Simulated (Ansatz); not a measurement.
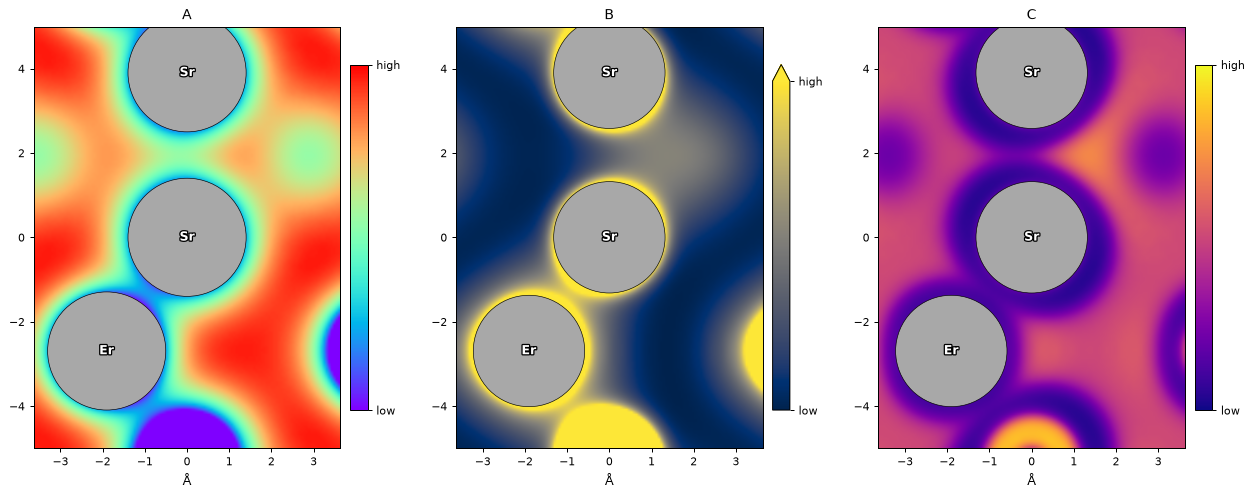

Sr₄Er: 3 fields on the (101̄) plane of the conventional cell, with unlabelled colour scales. Grey discs cover the atomic cores.

Space group P-43m; a structure generated by program, which may or may not match a known phase; computed without spin polarisation; no Hubbard U on the f states and no spin–orbit coupling.

These are results of Ansatz 0.2.0, DFT PBE, scalar-relativistic, plane waves, PAW; 4f electrons in the core of a trivalent norm-conserving potential, not measurements.

```cif
data_structure
_symmetry_space_group_name_H-M 'P 1'
_symmetry_Int_Tables_number 1
_cell_length_a 6.5678
_cell_length_b 6.5678
_cell_length_c 6.5678
_cell_angle_alpha 90.000
_cell_angle_beta 90.000
_cell_angle_gamma 90.000
_cell_volume 283.31
loop_
_atom_site_label
_atom_site_type_symbol
_atom_site_fract_x
_atom_site_fract_y
_atom_site_fract_z
_atom_site_occupancy
Sr1 Sr 0.29008 0.29008 0.29008 1
Sr2 Sr 0.70992 0.70992 0.29008 1
Sr3 Sr 0.29008 0.70992 0.70992 1
Sr4 Sr 0.70992 0.29008 0.70992 1
Er1 Er 0.00000 0.00000 0.00000 1
```

### The panels show electron localisation function, electrostatic potential energy of an electron and valence pseudo-density in some order. Assign them.

Panel A: electrostatic potential energy of an electron (low next to the atoms, rising into the space between them). Panel B: valence pseudo-density. Panel C: electron localisation function. From the grid: Sr–Er (3.30 Å): ρ at the midpoint is about 0.1 e/Å³; the ELF is about 0.15 at the midpoint (no localised pair shows between them).
